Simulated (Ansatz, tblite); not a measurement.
# GaCl2(NH2) (Cl2GaH2N): a ladder of methods and basis sets, part 2 of 2

How do method and basis change the picture of GaCl2(NH2) (Cl2GaH2N) (singlet)?

Ansatz 0.2.0, Gaussian basis; as each input shows. Earlier steps stand in the parts before.

## (15) PBE+15HF/def2-TZVP

The input, in.yaml:

```yaml
crystal:
  periodic: [false, false, false]
  atoms:
    - {symbol: Ga, position_ang: [0.362086, 0.619791, 0.011275]}
    - {symbol: Cl, position_ang: [2.468975, 0.637979, 0.345385]}
    - {symbol: Cl, position_ang: [-0.651656, 2.472740, -0.288468]}
    - {symbol: N, position_ang: [-0.540742, -0.923076, -0.009441]}
    - {symbol: H, position_ang: [-1.537007, -0.981769, -0.174685]}
    - {symbol: H, position_ang: [-0.101656, -1.825656, 0.115934]}
basis:
  gaussian: {orbitals: def2-TZVP, initial_orbitals: start.molden}
hamiltonian: {xc: {text: "exchange = 0.85*pbe_x + 0.15*exact_x\ncorrelation = pbe_c"}}
scf: {omitted_lower_state_checks: [starts]}
output: {orbitals: {seedname: orbitals}}
```

On the command line:

```sh
$ ansatz run in.yaml --threads 4 --pin off --events-out ev --progress --plain --max-ram 3916MiB
```

The program printed:

```text
Functional definition: unnamed
  exchange = 0.85*pbe_x + 0.15*exact_x
  correlation = pbe_c
these checks for a lower state are left out or cut short: starts
1172 factors; their error is unknown
mean field evaluation 1: about -78932.8287 eV, gradient 5.8e0 eV
mean field evaluation 2: about -78932.8495 eV, gradient 2.9e-2 eV
mean field evaluation 4: about -78933.0037 eV, gradient 5.0e-5 eV
mean field -78933.00370391 eV, -2900.7343834072 hartree, gradient 6.9e-5 eV, S^2 0.000000; 0 other end points of the search recorded, 0 dependent functions left out
reference -78933.00373606 eV, -2900.7343845887 hartree; 37, 37 occupied and 128, 128 virtual orbitals, 1172 factors
Total energy: -78933.00373606 eV, -2900.7343845887 hartree
Checks for a lower state left out: starts
```

It took 1.8 s on 4 threads of Arm Neoverse V1, shared host.

From the report: HOMO -7.50 eV, LUMO -1.45 eV.

## (16) PBE+35HF/def2-TZVP

in.yaml, as its differences from that of step 15:

```diff
@@ -11,3 +11,3 @@
   gaussian: {orbitals: def2-TZVP, initial_orbitals: start.molden}
-hamiltonian: {xc: {text: "exchange = 0.85*pbe_x + 0.15*exact_x\ncorrelation = pbe_c"}}
+hamiltonian: {xc: {text: "exchange = 0.65*pbe_x + 0.35*exact_x\ncorrelation = pbe_c"}}
 scf: {omitted_lower_state_checks: [starts]}
```

Launched as before.

The program printed:

```text
Functional definition: unnamed
  exchange = 0.65*pbe_x + 0.35*exact_x
  correlation = pbe_c
these checks for a lower state are left out or cut short: starts
1235 factors; their error is unknown
mean field evaluation 1: about -78935.2801 eV, gradient 5.7e0 eV
mean field evaluation 2: about -78935.3000 eV, gradient 3.5e-2 eV
mean field evaluation 4: about -78935.6790 eV, gradient 9.9e-5 eV
mean field -78935.67901273 eV, -2900.8326991930 hartree, gradient 1.9e-5 eV, S^2 0.000000; 0 other end points of the search recorded, 0 dependent functions left out
reference -78935.67903738 eV, -2900.8327000987 hartree; 37, 37 occupied and 128, 128 virtual orbitals, 1235 factors
Total energy: -78935.67903738 eV, -2900.8327000987 hartree
Checks for a lower state left out: starts
```

It took 1.9 s on 4 threads of Arm Neoverse V1, shared host.

Report: HOMO -8.65 eV, LUMO -0.69 eV.

## (17) PBE+50HF/def2-TZVP

in.yaml, as its differences from that of step 16:

```diff
@@ -11,3 +11,3 @@
   gaussian: {orbitals: def2-TZVP, initial_orbitals: start.molden}
-hamiltonian: {xc: {text: "exchange = 0.65*pbe_x + 0.35*exact_x\ncorrelation = pbe_c"}}
+hamiltonian: {xc: {text: "exchange = 0.50*pbe_x + 0.50*exact_x\ncorrelation = pbe_c"}}
 scf: {omitted_lower_state_checks: [starts]}
```

Launched as before.

The program printed:

```text
Functional definition: unnamed
  exchange = 0.50*pbe_x + 0.50*exact_x
  correlation = pbe_c
these checks for a lower state are left out or cut short: starts
1288 factors; their error is unknown
mean field evaluation 1: about -78937.1188 eV, gradient 1.4e1 eV
mean field evaluation 2: about -78937.2411 eV, gradient 1.9e-1 eV
mean field evaluation 4: about -78937.7895 eV, gradient 6.7e-4 eV
mean field -78937.78949363 eV, -2900.9102579356 hartree, gradient 1.2e-5 eV, S^2 0.000000; 0 other end points of the search recorded, 0 dependent functions left out
reference -78937.78951257 eV, -2900.9102586313 hartree; 37, 37 occupied and 128, 128 virtual orbitals, 1288 factors
Total energy: -78937.78951257 eV, -2900.9102586313 hartree
Checks for a lower state left out: starts
```

Wall time 2 s (4 threads of Arm Neoverse V1, shared host).

Report: HOMO -9.54 eV, LUMO -0.12 eV.

## (18) PBE-D4/def2-SVP

in.yaml, as its differences from that of step 17:

```diff
@@ -10,4 +10,4 @@
 basis:
-  gaussian: {orbitals: def2-TZVP, initial_orbitals: start.molden}
-hamiltonian: {xc: {text: "exchange = 0.50*pbe_x + 0.50*exact_x\ncorrelation = pbe_c"}}
+  gaussian: {orbitals: def2-SVP, initial_orbitals: start.molden}
+hamiltonian: {xc: pbe, dispersion: d4}
 scf: {omitted_lower_state_checks: [starts]}
```

Launched as before.

The program printed:

```text
Functional definition: PBE
  name "PBE"
  cite "Perdew, Burke & Ernzerhof, Phys. Rev. Lett. 77, 3865 (1996) doi:10.1103/PhysRevLett.77.3865"
  parent pbe
  parameter kappa = 0.804
  parameter beta = 0.06672455060314922
  exchange = pbe_x(kappa = kappa, mu = beta*pi^2/3)
  correlation = pbe_c(beta = beta)
these checks for a lower state are left out or cut short: starts
1033 factors; their error is unknown
mean field evaluation 1: about -78913.5903 eV, gradient 1.0e1 eV
mean field evaluation 2: about -78913.8364 eV, gradient 2.0e-1 eV
mean field evaluation 4: about -78913.7850 eV, gradient 2.0e-4 eV
mean field -78913.78498903 eV, -2900.0281086620 hartree, gradient 1.8e-5 eV, S^2 0.000000; 0 other end points of the search recorded, 0 dependent functions left out
reference -78913.78502457 eV, -2900.0281099682 hartree; 37, 37 occupied and 55, 55 virtual orbitals, 1033 factors
Total energy: -78913.94379956 eV, -2900.0339448415 hartree
Checks for a lower state left out: starts
```

Run time: 0.7 s. Hardware: 4 threads of Arm Neoverse V1, shared host.

From the report: HOMO -6.40 eV, LUMO -1.74 eV.

## (19) PBE0-D4/def2-SVP

in.yaml, as its differences from that of step 18:

```diff
@@ -11,3 +11,3 @@
   gaussian: {orbitals: def2-SVP, initial_orbitals: start.molden}
-hamiltonian: {xc: pbe, dispersion: d4}
+hamiltonian: {xc: pbe0, dispersion: d4}
 scf: {omitted_lower_state_checks: [starts]}
```

Launched as before.

The program printed:

```text
Functional definition: PBE0
  name "PBE0"
  cite "Adamo & Barone, J. Chem. Phys. 110, 6158 (1999) doi:10.1063/1.478522"
  cite "Perdew, Burke & Ernzerhof, Phys. Rev. Lett. 77, 3865 (1996) doi:10.1103/PhysRevLett.77.3865"
  parent pbe
  parameter a = 0.25
  parameter kappa = 0.804
  parameter beta = 0.06672455060314922
  exchange = (1 - a)*pbe_x(kappa = kappa, mu = beta*pi^2/3) + a*exact_x
  correlation = pbe_c(beta = beta)
these checks for a lower state are left out or cut short: starts
882 factors; integrals over basis functions are off by at most 1.4e-3 eV
mean field evaluation 1: about -78916.9632 eV, gradient 6.6e0 eV
mean field evaluation 2: about -78917.0801 eV, gradient 8.5e-2 eV
mean field evaluation 4: about -78917.1515 eV, gradient 5.5e-4 eV
mean field -78917.15152942 eV, -2900.1518267397 hartree, gradient 2.5e-5 eV, S^2 0.000000; 0 other end points of the search recorded, 0 dependent functions left out
reference -78917.15155554 eV, -2900.1518276994 hartree; 37, 37 occupied and 55, 55 virtual orbitals, 882 factors
Total energy: -78917.28818792 eV, -2900.1568488467 hartree
Checks for a lower state left out: starts
```

Run time: 0.95 s. Hardware: 4 threads of Arm Neoverse V1, shared host.

Report: HOMO -7.88 eV, LUMO -0.81 eV.

## (20) HF/STO-3G

in.yaml, as its differences from that of step 19:

```diff
@@ -10,4 +10,4 @@
 basis:
-  gaussian: {orbitals: def2-SVP, initial_orbitals: start.molden}
-hamiltonian: {xc: pbe0, dispersion: d4}
+  gaussian: {orbitals: STO-3G}
+hamiltonian: {xc: hf}
 scf: {omitted_lower_state_checks: [starts]}
```

Launched as before.

The program printed:

```text
Functional definition: HF
  name "HF"
  cite "Fock, Z. Phys. 61, 126 (1930) doi:10.1007/BF01340294"
  parent pbe
  exchange = exact_x
  correlation = 0
these checks for a lower state are left out or cut short: starts
474 factors; integrals over basis functions are off by at most 3.1e-5 eV
mean field evaluation 1: about -77962.0316 eV, gradient 2.0e1 eV
mean field evaluation 2: about -77962.0778 eV, gradient 2.0e1 eV
mean field evaluation 4: about -77963.8394 eV, gradient 1.7e0 eV
mean field evaluation 8: about -77963.8567 eV, gradient 9.5e-4 eV
mean field -77963.85615169 eV, -2865.1188677750 hartree, gradient 1.9e-5 eV, S^2 0.000000; 0 other end points of the search recorded, 0 dependent functions left out
reference -77963.85615169 eV, -2865.1188677750 hartree; 37, 37 occupied and 6, 6 virtual orbitals, 474 factors
Total energy: -77963.85615169 eV, -2865.1188677750 hartree
Checks for a lower state left out: starts
```

Wall time 0.15 s (4 threads of Arm Neoverse V1, shared host).

Report: HOMO -9.28 eV, LUMO 5.02 eV.

## (21) CCSD(T)/def2-TZVPP

in.yaml, as its differences from that of step 20:

```diff
@@ -10,4 +10,4 @@
 basis:
-  gaussian: {orbitals: STO-3G}
-hamiltonian: {xc: hf}
+  gaussian: {orbitals: def2-TZVPP, initial_orbitals: start.molden}
+correlation: {method: ccsd_t}
 scf: {omitted_lower_state_checks: [starts]}
```

Launched as before.

The program printed:

```text
Functional definition: HF
  name "HF"
  cite "Fock, Z. Phys. 61, 126 (1930) doi:10.1007/BF01340294"
  parent pbe
  exchange = exact_x
  correlation = 0
these checks for a lower state are left out or cut short: starts
1167 factors; integrals over basis functions are off by at most 1.4e-3 eV
mean field evaluation 1: about -78859.2810 eV, gradient 4.1e1 eV
mean field evaluation 2: about -78860.1879 eV, gradient 1.3e0 eV
mean field evaluation 4: about -78860.3515 eV, gradient 1.5e-2 eV
mean field evaluation 8: about -78860.3515 eV, gradient 7.5e-7 eV
mean field -78860.35152677 eV, -2898.0644651426 hartree, gradient 4.3e-6 eV, S^2 0.000000; 0 other end points of the search recorded, 0 dependent functions left out
20 core orbitals not correlated: weight in the atoms' cores, before any rotation towards them, 1.000 or more for the frozen orbitals, at most 0.000 for the correlated occupied ones
reference -78860.35152677 eV, -2898.0644651426 hartree; 17, 17 occupied and 154, 154 virtual orbitals, 1167 factors
second order -21.96963289 eV of doubles, -0.00000000 eV of singles
cycle   1  -22.16258179 eV  change   -1.9e-1 eV  update   1.0e-1
cycle   2  -22.71477754 eV  change   -5.5e-1 eV  update   2.9e-2
cycle   3  -22.81275651 eV  change   -9.8e-2 eV  update   1.4e-2
cycle   4  -22.80074251 eV  change    1.2e-2 eV  update   3.6e-3
cycle   5  -22.79961391 eV  change    1.1e-3 eV  update   1.7e-3
cycle   6  -22.79987128 eV  change   -2.6e-4 eV  update   5.1e-4
cycle   7  -22.79978083 eV  change    9.0e-5 eV  update   2.2e-4
cycle   8  -22.79980577 eV  change   -2.5e-5 eV  update   6.0e-5
cycle   9  -22.79982512 eV  change   -1.9e-5 eV  update   2.2e-5
perturbative correction -0.96324398 eV, -0.0353985633 hartree
Total energy: -78884.11459587 eV, -2898.9377418249 hartree
Checks for a lower state left out: starts
```

It took 50 s on 4 threads of Arm Neoverse V1, shared host; peak memory 2 GiB.

Report: Hartree-Fock HOMO -11.53 eV, LUMO 2.27 eV; T1 0.011.

## (22) MP2/def2-TZVP

in.yaml, as its differences from that of step 21:

```diff
@@ -10,4 +10,4 @@
 basis:
-  gaussian: {orbitals: def2-TZVPP, initial_orbitals: start.molden}
-correlation: {method: ccsd_t}
+  gaussian: {orbitals: def2-TZVP, initial_orbitals: start.molden}
+correlation: {method: mp2}
 scf: {omitted_lower_state_checks: [starts]}
```

The command is unchanged.

The program printed:

```text
Functional definition: HF
  name "HF"
  cite "Fock, Z. Phys. 61, 126 (1930) doi:10.1007/BF01340294"
  parent pbe
  exchange = exact_x
  correlation = 0
these checks for a lower state are left out or cut short: starts
1048 factors; integrals over basis functions are off by at most 1.3e-3 eV
mean field evaluation 1: about -78859.2517 eV, gradient 4.1e1 eV
mean field evaluation 2: about -78860.1219 eV, gradient 1.3e0 eV
mean field evaluation 4: about -78860.2993 eV, gradient 1.5e-2 eV
mean field evaluation 8: about -78860.2993 eV, gradient 1.0e-6 eV
mean field -78860.29930686 eV, -2898.0625460965 hartree, gradient 5.8e-6 eV, S^2 0.000000; 0 other end points of the search recorded, 0 dependent functions left out
20 core orbitals not correlated: weight in the atoms' cores, before any rotation towards them, 1.000 or more for the frozen orbitals, at most 0.000 for the correlated occupied ones
reference -78860.29930686 eV, -2898.0625460965 hartree; 17, 17 occupied and 128, 128 virtual orbitals, 1048 factors
second order -21.62091260 eV of doubles, -0.00000000 eV of singles
Total energy: -78881.92021946 eV, -2898.8570999792 hartree
Checks for a lower state left out: starts
```

Wall time 1.4 s (4 threads of Arm Neoverse V1, shared host).

From the report: Hartree-Fock HOMO -11.53 eV, LUMO 2.27 eV.

## (23) RPA/def2-TZVP

in.yaml, as its differences from that of step 22:

```diff
@@ -11,4 +11,4 @@
   gaussian: {orbitals: def2-TZVP, initial_orbitals: start.molden}
-correlation: {method: mp2}
+hamiltonian: {xc: pbe}
+correlation: {method: rpa}
 scf: {omitted_lower_state_checks: [starts]}
-output: {orbitals: {seedname: orbitals}}
```

The command is unchanged.

The program printed:

```text
Functional definition: PBE
  name "PBE"
  cite "Perdew, Burke & Ernzerhof, Phys. Rev. Lett. 77, 3865 (1996) doi:10.1103/PhysRevLett.77.3865"
  parent pbe
  parameter kappa = 0.804
  parameter beta = 0.06672455060314922
  exchange = pbe_x(kappa = kappa, mu = beta*pi^2/3)
  correlation = pbe_c(beta = beta)
these checks for a lower state are left out or cut short: starts
1048 factors; integrals over basis functions are off by at most 1.3e-3 eV
mean field evaluation 1: about -78930.9750 eV, gradient 1.4e1 eV
mean field evaluation 2: about -78931.1062 eV, gradient 1.9e-1 eV
mean field evaluation 4: about -78931.1085 eV, gradient 3.1e-4 eV
mean field evaluation 8: about -78931.1085 eV, gradient 2.0e-6 eV
mean field -78931.10845402 eV, -2900.6647342585 hartree, gradient 2.0e-6 eV, S^2 0.000000; 0 other end points of the search recorded, 0 dependent functions left out
20 core orbitals not correlated: weight in the atoms' cores, before any rotation towards them, 1.000 or more for the frozen orbitals, at most 0.000 for the correlated occupied ones
reference -78858.56756628 eV, -2897.9989058040 hartree; 17, 17 occupied and 128, 128 virtual orbitals, 1048 factors
Total energy: -78892.71654497 eV, -2899.2538576239 hartree
Checks for a lower state left out: starts
```

Run time: 2.5 s. Hardware: 4 threads of Arm Neoverse V1, shared host.

## (24) Comparison

| level | functions | HOMO (eV) | LUMO (eV) | gap (eV) | time |
| --- | --- | --- | --- | --- | --- |
| HF/STO-3G | 43 | -9.28 | 5.02 | 14.30 | 0.15 s |
| LDA/def2-TZVP | 165 | -6.86 | -2.30 | 4.56 | 0.75 s |
| PBE-D4/def2-SVP | 92 | -6.40 | -1.74 | 4.66 | 0.7 s |
| PBE-D4/def2-TZVP | 165 | -6.66 | -2.02 | 4.64 | 1.5 s |
| r2SCAN-D4/def2-TZVP | 165 | -6.98 | -1.71 | 5.27 | 3 s |
| B97M-V/def2-TZVP | 165 | -7.01 | -1.81 | 5.20 | 4.8 s |
| r2SCANh-D4/def2-TZVP | 165 | -7.50 | -1.37 | 6.13 | 3.6 s |
| PBE0-D4/def2-SVP | 92 | -7.88 | -0.81 | 7.07 | 0.95 s |
| PBE0-D4/def2-TZVP | 165 | -8.07 | -1.07 | 7.00 | 2 s |
| CAM-B3LYP-D4/def2-TZVP | 165 | -9.52 | -0.11 | 9.41 | 2.1 s |
| ωB97X-V/def2-TZVP | 165 | -10.57 | 1.04 | 11.61 | 4.9 s |
| ωB97M-V/def2-TZVP | 165 | -10.44 | 0.81 | 11.26 | 6 s |
| PBE+5HF/def2-TZVP | 165 | -6.94 | -1.83 | 5.11 | 1.9 s |
| PBE+10HF/def2-TZVP | 165 | -7.22 | -1.64 | 5.58 | 1.9 s |
| PBE+15HF/def2-TZVP | 165 | -7.50 | -1.45 | 6.05 | 1.8 s |
| PBE+35HF/def2-TZVP | 165 | -8.65 | -0.69 | 7.96 | 1.9 s |
| PBE+50HF/def2-TZVP | 165 | -9.54 | -0.12 | 9.41 | 2 s |

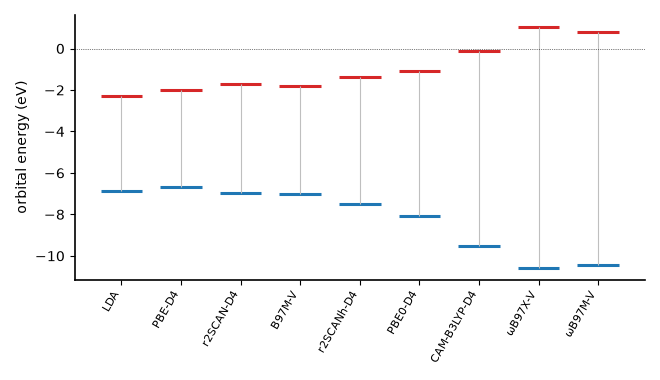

Highest filled (blue) and lowest empty (red) level in def2-TZVP.

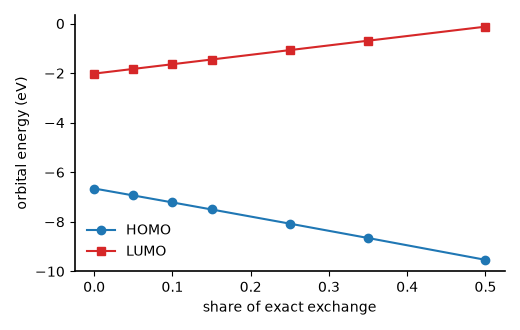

Frontier levels against the share of exact exchange, in def2-TZVP.

The pieces so far (eV):

| basis | HF | MP2 correlation | CCSD correlation | (T) | total |
| --- | --- | --- | --- | --- | --- |
| def2-TZVPP | -78860.3515 | -21.9696 | -22.7998 | -0.9632 | -78884.1146 |
| def2-TZVP | -78860.2993 | -21.6209 |  |  | -78881.9202 (MP2) |

## (25) Binding energy

Free atoms were run apart at each level; binding is atoms less cluster, divided by the number of atoms, without zero-point or spin-orbit terms.

Differences are taken before rounding.

| method | binding an atom (eV) | from CCSD(T)/def2-TZVPP (eV) | time |
| --- | --- | --- | --- |
| HF/def2-TZVP | 2.191 | -0.898 |  |
| HF/def2-TZVPP | 2.199 | -0.889 |  |
| LDA/def2-TZVP | 3.643 | +0.555 | 0.75 s |
| PBE-D4/def2-SVP | 3.212 | +0.123 | 0.7 s |
| PBE-D4/def2-TZVP | 3.208 | +0.119 | 1.5 s |
| r2SCAN-D4/def2-TZVP | 3.171 | +0.082 | 3 s |
| B97M-V/def2-TZVP | 3.176 | +0.087 | 4.8 s |
| r2SCANh-D4/def2-TZVP | 3.145 | +0.057 | 3.6 s |
| PBE0-D4/def2-SVP | 3.151 | +0.062 | 0.95 s |
| PBE0-D4/def2-TZVP | 3.152 | +0.063 | 2 s |
| CAM-B3LYP-D4/def2-TZVP | 3.138 | +0.049 | 2.1 s |
| ωB97X-V/def2-TZVP | 3.187 | +0.098 | 4.9 s |
| ωB97M-V/def2-TZVP | 3.165 | +0.076 | 6 s |
| MP2/def2-TZVP | 3.152 | +0.064 | 1.4 s |
| CCSD/def2-TZVPP | 3.024 | -0.064 |  |
| CCSD(T)/def2-TZVPP | 3.089 | 0 | 50 s |

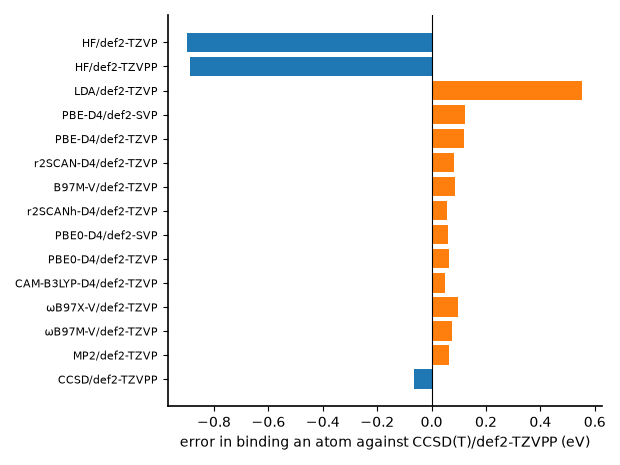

Error of each method against CCSD(T)/def2-TZVPP.

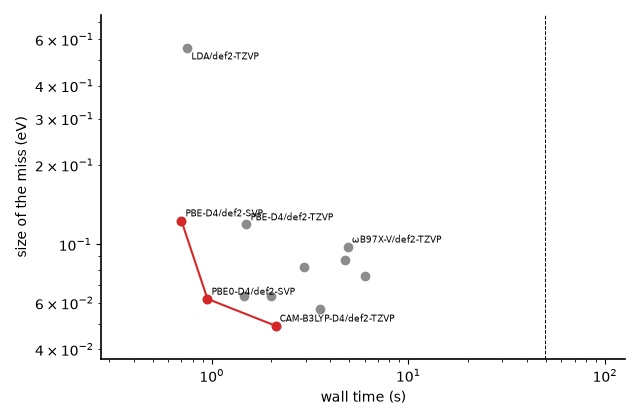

Accuracy for the time spent; red marks the levels that beat every quicker one drawn (of those quicker than the yardstick), and the dashed line is the time of CCSD(T)/def2-TZVPP. Only those levels and the largest misses are named. Times are from a shared host.

## (26) What came out

This closing draws on all 2 parts.

| quantity | value |
| --- | --- |
| gap in def2-TZVP, named functionals, smallest and largest | 4.56 eV (LDA), 11.61 eV (ωB97X-V) |
| gap over the share of exact exchange | 4.64 eV at 0, 9.41 eV at 0.5 |
| correlation energy, CCSD(T)/def2-TZVPP | -23.76 eV |
| correlation energy, MP2/def2-TZVP | -21.62 eV |
| binding an atom, CCSD(T)/def2-TZVPP | 3.089 eV |
| PBE0 total energy, smallest basis above largest | 17.17 eV (def2-SVP, def2-TZVP) |

What this shows: Orbital gaps of the named functionals in def2-TZVP span 4.56 eV (LDA) to 11.61 eV (ωB97X-V); exact exchange widens it. Raising the share of exact exchange from 0 to 0.5 moves the HOMO by -2.88 eV and the LUMO by +1.90 eV. The functionals in def2-TZVP miss CCSD(T)/def2-TZVPP by +0.049 (CAM-B3LYP-D4) to +0.555 eV (LDA) an atom. The reference is CCSD(T) in one finite basis, so it carries an error of its own, often a tenth of an eV or more, and near misses can't be ranked.

CAM-B3LYP-D4/def2-TZVP reaches 0.049 eV from the reference in 2.1 s, where CCSD(T)/def2-TZVPP took 50 s; the quickest level in the cost chart, PBE-D4/def2-SVP, takes 0.7 s and misses by 0.123 eV. The slowest run with a step of its own, CCSD(T)/def2-TZVPP, took 50 s; the quickest functional in def2-TZVP took 0.75 s (shared host).
